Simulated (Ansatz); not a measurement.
The starting structures come from a database of crystals and need not be the phases stable at ambient conditions.

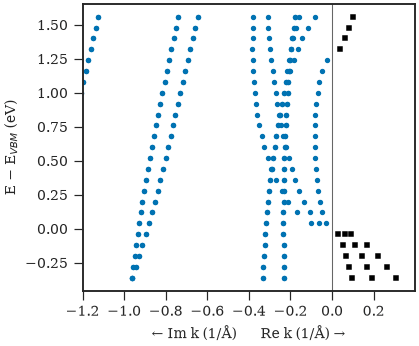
Figure. Complex bands at the centre of the two-dimensional zone; r2SCAN in Ansatz (a program for electronic structure)

The gap is the functional's own, uncorrected, and κ follows it; spin-orbit coupling is left out. Mid-gap values are interpolated between the computed energies.

Task: This is ZnSnP2 (I-42d, chalcopyrite, not sure to be the ambient phase, 8 atoms a cell, 22.6 Å³ an atom) along the normal of (101). Read off the slowest decay at the centre of the two-dimensional zone at 0.60 eV, the computed energy nearest the middle of the gap.

Result: κ ≈ 0.08 1/Å, a decay length 1/(2κ) of the density of 6.0 Å.
